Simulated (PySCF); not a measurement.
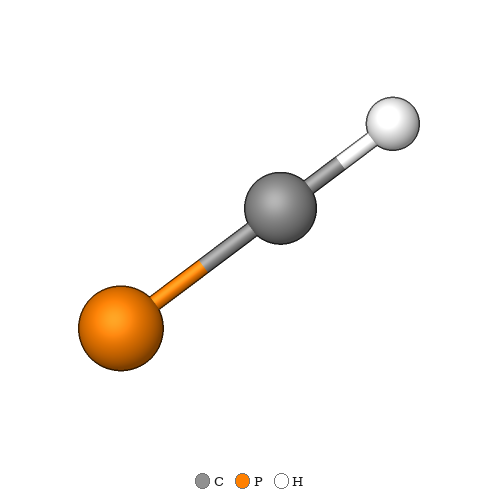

The geometry was computed by an optimisation with PBE0-D3(BJ)/def2-SVP. No frequency run is at hand to confirm it as a minimum.

Draw it as a skeletal formula.

SMILES: C#P

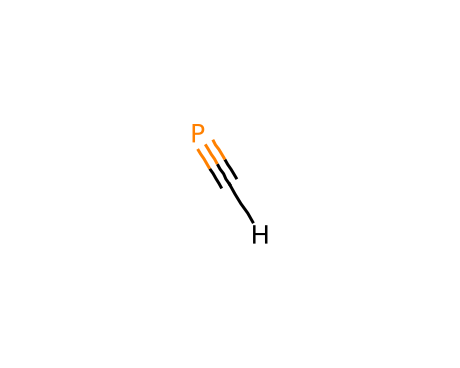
